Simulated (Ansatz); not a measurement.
InSiH7O4: geometry relaxation (part 2 of 2)

Continued. System: InSiH7O4. Method: RKS PBE-D4/def2-SVP (Ansatz 0.2.0). The geometry: force-field start.

Geometry of the input (Å):
```
O  -1.2551  2.3868  0.9290
In -0.8399  0.5234  0.4696
O  -0.4791  -0.4776  2.1566
O  -2.3126  -0.3252  -0.4848
O  0.7926  0.4961  -0.7386
Si 1.1157  -1.1397  -1.0303
H  -0.4139  2.8441  1.1815
H  0.5261  -0.2184  2.3856
H  -2.2664  -0.0581  -1.3872
H  1.5340  0.7996  -0.1108
H  -0.0313  -1.7695  -1.7106
H  1.3890  -1.8601  0.2502
H  2.2612  -1.2364  -1.8955
```

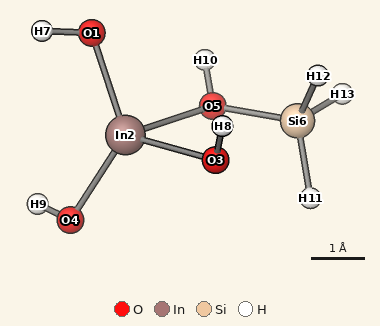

**Figure 1.** The geometry at step 17 of the log (ball-and-stick view, seen at a tilt; atoms are numbered from 1 in the order of the input).

### Trajectory as extended XYZ, continued
```
13
Properties=species:S:1:pos:R:3:forces:R:3 step=6 energy=-21333.76622
O    -1.0540    2.6503    0.6852    0.1491   0.0081   0.2262
In   -1.0926    0.6101    0.6433    0.0143  -0.0063  -0.0791
O    -0.3501   -0.6494    2.0607   -0.0322   0.0454   0.0244
O    -2.2828   -0.3554   -0.6814    0.0024   0.0396   0.0152
O     0.8891    0.2808   -0.6635    0.1595   0.2224  -0.0779
Si    1.3107   -1.3462   -1.0414   -0.1434  -0.0951   0.1490
H    -0.7347    2.9332    1.5697   -0.1184  -0.0394  -0.2014
H     0.1710   -0.1213    2.6961    0.0086  -0.0544   0.0128
H    -2.6678    0.3163   -1.2770   -0.0158  -0.0067  -0.0010
H     1.6258    0.9122   -0.5494   -0.1314  -0.0192   0.0188
H    -0.0002   -1.9007   -1.4967    0.0968  -0.0745  -0.0273
H     1.8354   -2.0404    0.1781    0.0622  -0.0417  -0.0355
H     2.3703   -1.3245   -2.1090   -0.0517   0.0217  -0.0242
13
Properties=species:S:1:pos:R:3:forces:R:3 step=7 energy=-21333.79940
O    -0.9930    2.6610    0.6854    0.1428   0.0748   0.2749
In   -1.1051    0.6282    0.6007    0.0082  -0.0780  -0.0475
O    -0.4052   -0.6911    1.9902    0.0072   0.0415   0.0236
O    -2.3127   -0.3041   -0.7310   -0.0082   0.0478   0.0156
O     0.8892    0.2907   -0.6637    0.1126   0.0806  -0.0172
Si    1.3325   -1.3474   -0.9760   -0.1020  -0.0748   0.0551
H    -0.7509    2.9206    1.6020   -0.1142  -0.0572  -0.2546
H     0.1861   -0.2184    2.6093   -0.0276  -0.0525  -0.0500
H    -2.7354    0.3757   -1.2909    0.0013  -0.0007   0.0092
H     1.6070    0.9446   -0.5664   -0.0774   0.0020  -0.0045
H     0.0112   -1.9665   -1.3083    0.1248  -0.0368   0.0200
H     2.0077   -1.9864    0.2038   -0.0083   0.0474  -0.0406
H     2.2887   -1.3419   -2.1402   -0.0592   0.0059   0.0159
13
Properties=species:S:1:pos:R:3:forces:R:3 step=9 energy=-21333.84209
O    -0.7878    2.6516    0.7122   -0.1083   0.2372   1.3750
In   -1.1161    0.6397    0.5376    0.0332  -0.0475  -0.1096
O    -0.4332   -0.8021    1.8174    0.0796   0.0325   0.0374
O    -2.4305   -0.1549   -0.7835   -0.0576   0.1134   0.0011
O     0.8458    0.2877   -0.7291    0.2237   0.0803   0.0006
Si    1.3814   -1.3555   -0.8559   -0.0605  -0.0769   0.0945
H    -0.8893    2.8828    1.6899    0.1244  -0.2762  -1.3356
H     0.2365   -0.4093    2.4143   -0.0867  -0.0379  -0.0955
H    -2.8548    0.5739   -1.2802    0.0547  -0.0576   0.0652
H     1.5134    1.0065   -0.7192   -0.2052  -0.2022  -0.0118
H     0.1036   -2.1354   -1.0147    0.2533   0.1112   0.0403
H     2.2172   -1.7924    0.3314   -0.1579   0.1248  -0.2167
H     2.2342   -1.4274   -2.1055   -0.0926  -0.0011   0.1551
13
Properties=species:S:1:pos:R:3:forces:R:3 step=10 energy=-21333.87416
O    -0.6991    2.6189    0.7423   -0.2999   0.2801   1.0274
In   -1.0886    0.6248    0.5301   -0.0268  -0.0189  -0.0747
O    -0.4292   -0.8353    1.7975    0.0599  -0.0303  -0.0374
O    -2.4685   -0.1129   -0.7539   -0.0482   0.0481   0.0057
O     0.8432    0.2857   -0.7744    0.0138   0.0314   0.0148
Si    1.3897   -1.3509   -0.8430   -0.0109  -0.1333   0.0494
H    -1.0086    2.8858    1.6573    0.3386  -0.2536  -0.9940
H     0.2474   -0.4553    2.3917   -0.0217   0.0037  -0.0300
H    -2.8624    0.6348   -1.2450    0.0249  -0.0178   0.0196
H     1.5057    1.0022   -0.7852   -0.0544   0.0018   0.0139
H     0.1273   -2.1407   -0.9929    0.1263   0.0269   0.0126
H     2.2037   -1.7370    0.3626   -0.0475   0.0589  -0.0897
H     2.2597   -1.4551   -2.0724   -0.0542   0.0032   0.0824
13
Properties=species:S:1:pos:R:3:forces:R:3 step=12 energy=-21333.95696
O    -0.5067    2.5113    0.7875   -0.0057  -0.1840  -0.0247
In   -1.1285    0.5833    0.4572   -0.0965   0.0097  -0.0704
O    -0.3466   -1.0016    1.5205    0.0539   0.1769   0.0170
O    -2.7307    0.0702   -0.6871    0.0957   0.1782   0.0588
O     0.7163    0.2502   -0.8910    0.0903  -0.1325  -0.0263
Si    1.4336   -1.3307   -0.6954   -0.1093   0.0669   0.1087
H    -0.9146    2.8317    1.6139   -0.0300   0.0643   0.0362
H     0.2548   -0.6230    2.1966   -0.0942  -0.0916  -0.0846
H    -2.9915    0.8661   -1.1968    0.0345  -0.1102   0.0837
H     1.3055    1.0291   -0.9348   -0.0221  -0.0727   0.0076
H     0.3075   -2.3013   -0.8408    0.0970   0.0396   0.0137
H     2.2569   -1.4633    0.5568   -0.0541   0.0285  -0.1067
H     2.3641   -1.4569   -1.8719    0.0403   0.0269  -0.0130
13
Properties=species:S:1:pos:R:3:forces:R:3 step=13 energy=-21333.97286
O    -0.4092    2.4617    0.8305   -0.2303  -0.0676   0.2456
In   -1.1399    0.5838    0.4281   -0.0667  -0.0471  -0.0860
O    -0.3467   -1.0596    1.3998    0.1737   0.2646   0.2217
O    -2.8373    0.1838   -0.6271    0.1530   0.2406   0.0465
O     0.6619    0.1894   -0.9640    0.1306  -0.1261   0.0644
Si    1.4790   -1.3399   -0.6474   -0.2241   0.2253   0.1101
H    -0.9305    2.8479    1.5706    0.1780  -0.0949  -0.2767
H     0.1987   -0.7135    2.1445   -0.2002  -0.1738  -0.2618
H    -3.0635    1.0023   -1.1199    0.0285  -0.1684   0.0930
H     1.2088    0.9990   -1.0390    0.0104  -0.1949  -0.0127
H     0.4424   -2.4123   -0.7930    0.1657   0.1145   0.0197
H     2.2972   -1.3390    0.6209   -0.1265  -0.0010  -0.1510
H     2.4592   -1.4388   -1.7893    0.0080   0.0289  -0.0128
13
Properties=species:S:1:pos:R:3:forces:R:3 step=15 energy=-21333.99563
O    -0.2959    2.3785    0.8793   -0.7174   0.4340   0.5295
In   -1.1547    0.5718    0.4412    0.0151  -0.0323  -0.0510
O    -0.3561   -1.1193    1.3080    0.0724   0.0455   0.1346
O    -2.9182    0.2851   -0.5242    0.0776   0.1604  -0.0137
O     0.6114    0.1388   -0.9682    0.0538   0.1195  -0.0524
Si    1.5020   -1.3234   -0.6057   -0.1472   0.0863  -0.0291
H    -0.9515    2.9209    1.4030    0.6649  -0.4890  -0.5324
H     0.1475   -0.8453    2.1029   -0.0732  -0.0607  -0.0886
H    -3.0835    1.0887   -1.0614   -0.0038  -0.1248   0.0699
H     1.1379    0.9509   -1.1152    0.0084  -0.1302  -0.0211
H     0.5727   -2.4736   -0.7845    0.0563  -0.0101   0.0114
H     2.2908   -1.2585    0.6651   -0.0121  -0.0186   0.0324
H     2.5178   -1.3498   -1.7254    0.0052   0.0200   0.0104
13
Properties=species:S:1:pos:R:3:forces:R:3 step=17 energy=-21334.02172
O    -0.2623    2.3540    0.9432   -0.2311   0.2242   0.1395
In   -1.1324    0.5809    0.4452   -0.0725  -0.0015  -0.0469
O    -0.3299   -1.1497    1.2304    0.0047   0.0063  -0.0402
O    -2.9284    0.3224   -0.4555    0.0182   0.0155   0.0187
O     0.5768    0.1338   -1.0118   -0.0379  -0.0230   0.0740
Si    1.4772   -1.3063   -0.5657   -0.0022  -0.0416   0.0354
H    -0.9413    2.9726    1.2959    0.2422  -0.2158  -0.1205
H     0.1372   -0.9434    2.0629    0.0158  -0.0128   0.0199
H    -3.1005    1.1077   -1.0113   -0.0138  -0.0049  -0.0006
H     1.1084    0.9291   -1.2064    0.0773  -0.0395  -0.0494
H     0.6346   -2.5124   -0.8038    0.0077   0.0316   0.0133
H     2.2330   -1.2272    0.7280   -0.0092   0.0149  -0.0251
H     2.5479   -1.2966   -1.6366    0.0008   0.0464  -0.0181
13
Properties=species:S:1:pos:R:3:forces:R:3 step=18 energy=-21334.03922
O    -0.2347    2.3516    0.9471    0.2734  -0.1137  -0.0571
In   -1.1421    0.6235    0.4045   -0.0016  -0.0730  -0.1763
O    -0.2997   -1.1625    1.0507    0.2498   0.0139   0.4939
O    -2.9897    0.3872   -0.3885    0.0240  -0.0661   0.0415
O     0.5397    0.0922   -1.0348    0.2401   0.6509  -0.1740
Si    1.4674   -1.2974   -0.4677   -0.2032  -0.1587  -0.0521
H    -0.8703    2.9799    1.3234   -0.2382   0.1858   0.1290
H     0.1113   -1.0683    1.9425   -0.2113  -0.0567  -0.3893
H    -3.1953    1.1633   -0.9439    0.0041   0.0544  -0.0079
H     1.0820    0.8437   -1.3797   -0.2666  -0.5463   0.1218
H     0.7474   -2.5852   -0.7469    0.1596   0.1136   0.0137
H     2.2282   -1.1529    0.8181   -0.0035  -0.0095   0.0462
H     2.5762   -1.2101   -1.5101   -0.0266   0.0052   0.0106
13
Properties=species:S:1:pos:R:3:forces:R:3 step=20 energy=-21334.07633
O    -0.2235    2.3677    1.0022   -0.1652   0.0857   0.1328
In   -1.1113    0.6678    0.3281    0.0035   0.1582  -0.0718
O    -0.2554   -1.1483    0.9401    0.2276   0.0524   0.5351
O    -2.9822    0.4207   -0.3969   -0.0556   0.1602  -0.1103
O     0.5075    0.0648   -1.0934    0.6230   0.9994  -0.6859
Si    1.4254   -1.2852   -0.3827   -0.0219  -0.2419  -0.0518
H    -0.8815    2.9360    1.4583    0.1314  -0.1567  -0.1067
H     0.1007   -1.1139    1.8611   -0.1996  -0.0433  -0.5030
H    -3.2434    1.2464   -0.8600    0.0548  -0.1784   0.1100
H     1.0611    0.6893   -1.6551   -0.7201  -0.9372   0.7161
H     0.8599   -2.6474   -0.6855    0.1166   0.1174   0.0282
H     2.1978   -1.0830    0.8950    0.0091  -0.0154   0.0358
H     2.5653   -1.1499   -1.3964   -0.0035  -0.0004  -0.0285
13
Properties=species:S:1:pos:R:3:forces:R:3 step=21 energy=-21334.08009
O    -0.2612    2.4275    1.1585    0.0166   0.0625  -0.0566
In   -1.0370    0.8136    0.2131   -0.1485  -0.4048   0.6870
O    -0.1873   -1.0334    0.9271   -0.0133   0.2239  -0.1268
O    -2.9033    0.3903   -0.4399    0.0225   0.0998  -0.1016
O     0.5547    0.1119   -1.0718    0.3270   0.0660  -0.3957
Si    1.4252   -1.2949   -0.3671   -0.1147  -0.2195   0.4341
H    -0.9819    2.9759    1.5263    0.0036  -0.0370  -0.0203
H     0.0343   -1.1854    1.8705   -0.0399   0.1849  -0.3526
H    -3.3002    1.1993   -0.8208    0.0050  -0.0387   0.0069
H     1.0349    0.5547   -1.7976   -0.0432  -0.0954   0.0618
H     0.8452   -2.6560   -0.6549    0.0802   0.1205  -0.0225
H     2.2530   -1.1529    0.8919    0.0204  -0.0095  -0.1021
H     2.5439   -1.1855   -1.4208   -0.1155   0.0471  -0.0115
13
Properties=species:S:1:pos:R:3:forces:R:3 step=23 energy=-21334.11347 accepted=F
O    -0.3664    2.4093    1.2799   -0.0320   0.0278   0.0006
In   -1.0761    0.7705    0.3213    0.3000  -0.2030  -0.0882
O    -0.1672   -1.0316    0.9466   -0.1362   0.1318  -0.2580
O    -2.9014    0.4564   -0.4803    0.0474  -0.1335   0.0059
O     0.5887    0.0968   -1.1016   -0.0649   0.2191  -0.0715
Si    1.4229   -1.3043   -0.3888   -0.0112  -0.1842   0.1060
H    -1.1256    2.9347    1.6066    0.0723  -0.0534  -0.0338
H     0.1953   -1.0204    1.8482    0.0486   0.0416   0.1864
H    -3.2013    1.2863   -0.8930   -0.0734   0.1291  -0.0814
H     1.0444    0.4202   -1.9087   -0.2231  -0.0343   0.2949
H     0.8137   -2.6564   -0.6286    0.0505   0.0344  -0.0372
H     2.2541   -1.1444    0.8570    0.0711   0.0190   0.0194
H     2.5393   -1.2521   -1.4440   -0.0490   0.0056  -0.0431
13
Properties=species:S:1:pos:R:3:forces:R:3 step=24 energy=-21334.12643
O    -0.2970    2.3540    1.1913    0.0521   0.1689   0.0944
In   -1.0844    0.7294    0.2894    0.0523  -0.0612   0.1366
O    -0.1573   -1.0526    0.9577   -0.2435   0.0788  -0.0504
O    -2.9079    0.4354   -0.5090   -0.1451   0.0113  -0.1088
O     0.5258    0.0951   -1.0859    0.0463   0.0332  -0.0714
Si    1.4035   -1.2906   -0.3741    0.1189  -0.0678   0.2442
H    -0.9973    2.9021    1.5981    0.0126  -0.0681  -0.0452
H     0.1738   -1.0427    1.8760    0.0133   0.0392  -0.0703
H    -3.2089    1.2708   -0.9208    0.0186  -0.0584   0.0347
H     1.0003    0.5206   -1.8227   -0.0373  -0.0156  -0.0088
H     0.8336   -2.6500   -0.6208   -0.0112  -0.0806  -0.0652
H     2.2286   -1.0978    0.8729    0.1506  -0.0199  -0.0381
H     2.5076   -1.2087   -1.4373   -0.0276   0.0403  -0.0517
13
Properties=species:S:1:pos:R:3:forces:R:3 step=26 energy=-21334.14292
O    -0.3436    2.3933    1.2593    0.0099  -0.0057  -0.0047
In   -1.0697    0.7606    0.3043    0.0150  -0.0158   0.0040
O    -0.1482   -1.0178    0.9797    0.0126   0.0006  -0.0044
O    -2.8545    0.4160   -0.5780    0.0084  -0.0024  -0.0012
O     0.5696    0.1260   -1.0466   -0.0056   0.0075   0.0267
Si    1.4043   -1.3095   -0.3682   -0.0134  -0.0063   0.0003
H    -1.0850    2.9051    1.6368   -0.0124   0.0043   0.0039
H     0.2151   -0.9717    1.8844   -0.0105   0.0124  -0.0094
H    -3.1946    1.2593   -0.9363   -0.0051   0.0027   0.0008
H     0.9815    0.4732   -1.8575    0.0029   0.0086  -0.0150
H     0.7854   -2.6502   -0.6288   -0.0020  -0.0075   0.0065
H     2.2944   -1.1759    0.8434   -0.0060   0.0025  -0.0053
H     2.4656   -1.2434   -1.4777    0.0063  -0.0010  -0.0020
```

### Results in brief

- outcome: converged
- total energy: −21334.1430 eV
- mean-field energy: −21333.8534 eV
- dispersion energy: −0.2896 eV
- SCF solution under orbital rotations: stable
- largest force (length of the vector) at the end: 0.028 eV/Å
- dipole moment: 2.91 D
- wall time: 58 s (CPU time 3.2 min)
- peak memory: 0.22 GiB
